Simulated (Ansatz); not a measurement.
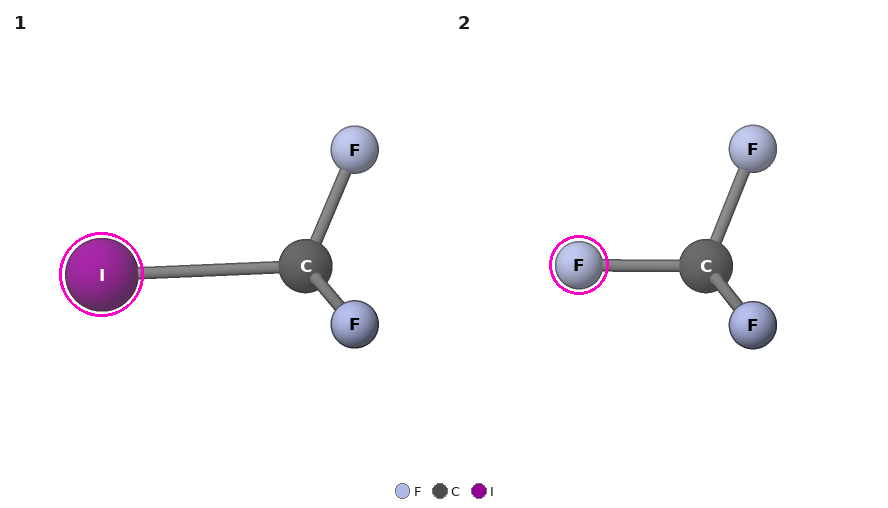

2 molecules with one skeleton, seen from the same side and at one scale; the atom that differs is circled. Each species is neutral and a spin doublet. Computed geometries: PBE0-D4/def2-TZVP optimisations, one conformation each. Properties computed with Ansatz 0.2.0. Elements past Kr carry core potentials.

One atom differs, called X below: I in panel 1, F in panel 2. Their formulas are CF2I (`F[C](F)I`), CF3 (`F[C](F)F`).

### In which is the harmonic zero-point energy higher (PBE0-D4/def2-TZVP)?

In panel 2 (X = F).

### In which is the dipole moment larger (PBE0-D4/def2-TZVP)?

In panel 1 (X = I).

Give the values. With PBE0-D4/def2-TZVP: length of X–C (Å), mean angle F–C–X (°), dipole moment (D), harmonic zero-point energy (kJ/mol).

```
                           quantity  1 (I)  2 (F)   2 − 1
                  length of X–C (Å)  2.114  1.313  −0.801
               mean angle F–C–X (°)  114.8  111.4    −3.4
                  dipole moment (D)   0.52   0.25   −0.27
harmonic zero-point energy (kJ/mol)   24.8   32.4    +7.6
```
